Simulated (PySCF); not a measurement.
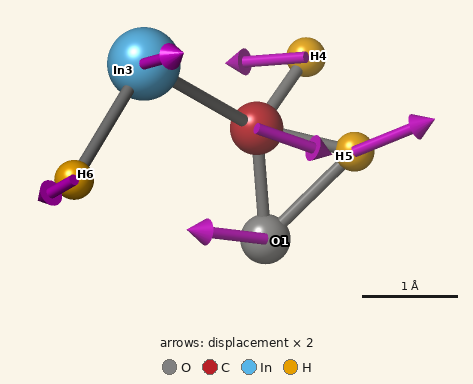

This is a relaxation of CH3InO. The starting structure is drawn; purple arrows show the displacements, 2 times their true length. The two geometries are superimposed by the best rigid fit.

The picture is a ball-and-stick view, seen from a free direction.

It is one of the separated reactants of a reaction.

These are results of RKS PBE-D4/def2-SVP, density fitting in PySCF, not measurements. 

Q: What did the optimiser do to the structure, and how much energy did it gain?

A: The largest moves after the best rigid fit, 0.50 Å, are those of H atoms. By element the largest moves are H 0.50 Å, O 0.48 Å, C 0.48 Å, In 0.36 Å. Near-neighbour distances that change, for instance: H–O 1.336 → 2.071 Å, C–In 2.240 → 2.812 Å, H–In 1.723 → 1.847 Å, C–H 1.060 → 1.129 Å. Among the angles between lasting bonds that change: O–C–H 72.1° → 122.6°, H–C–H 71.6° → 114.5°, O–C–H 118.7° → 122.6°. After 19 geometry steps the energy has fallen by 127.0 kcal/mol. The run took 3.6 min on 2 threads of Intel Xeon @ 2.60GHz, with other jobs on the host.
